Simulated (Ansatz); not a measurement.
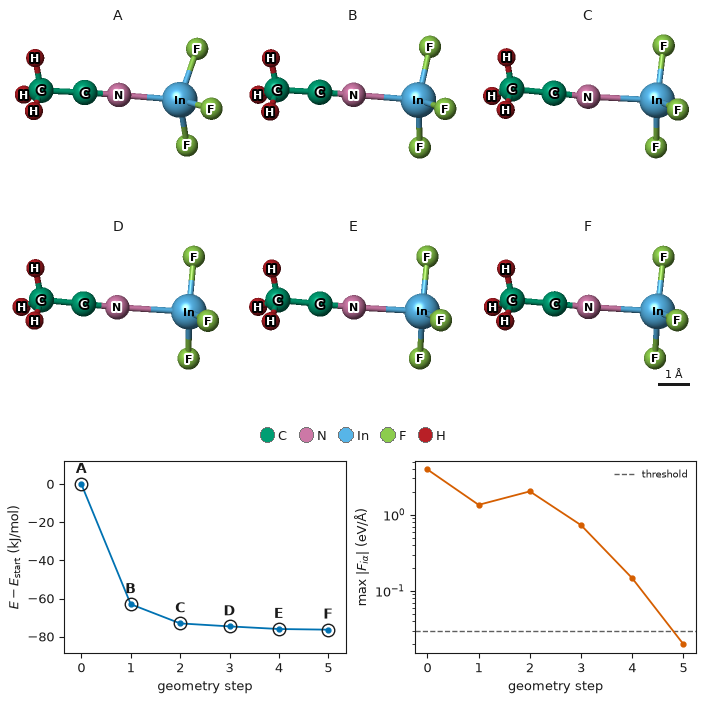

Frames of a relaxation of C2H3F3InN (coarse preliminary run), marked on the history of the run. The picture is a ball-and-stick view, seen at a tilt.

The start comes from a force field.

Theory: RKS PBE-D4/def2-SVP (Ansatz 0.2.0). (force threshold 0.03 eV/Å; at most 200 steps)

**Describe the path.**

The In atom moves most after the best rigid fit: 0.29 Å. By element the largest moves are In 0.29 Å, F 0.21 Å, H 0.07 Å, C 0.07 Å, N 0.04 Å. Among the contacts that change: In–N 2.045 → 2.340 Å, C–H 1.035 → 1.108 Å, F–In 1.901 → 1.973 Å, C–C 1.503 → 1.449 Å. Bond angles that change, for instance: N–In–F 113.4° → 97.0°, F–In–F 107.3° → 118.3°, N–In–F 107.6° → 97.4°. After 5 geometry steps the energy has fallen by 76.3 kJ/mol. The largest force component goes from 3.9 to 0.02 eV/Å. The run took 10 s on 4 threads of Arm Neoverse V2, with other jobs on the host. From step 0 to 1: the In atom moves most (0.14 Å), energy −63.0 kJ/mol. From step 1 to 2: the In atom moves most (0.13 Å), energy −10.1 kJ/mol. From step 2 to 3: an F atom moves most (0.09 Å), energy −1.57 kJ/mol. From step 3 to 4: an F atom moves most (0.12 Å), energy −1.38 kJ/mol. From step 4 to 5: an F atom moves most (0.05 Å), energy −0.35 kJ/mol.

| step | E − E(0), kJ/mol | largest force component, eV/Å |
| --- | --- | --- |
| 0 | 0.00 | 3.9320 |
| 1 | -62.98 | 1.3505 |
| 2 | -73.03 | 2.0289 |
| 3 | -74.60 | 0.7307 |
| 4 | -75.98 | 0.1469 |
| 5 | -76.33 | 0.0200 |
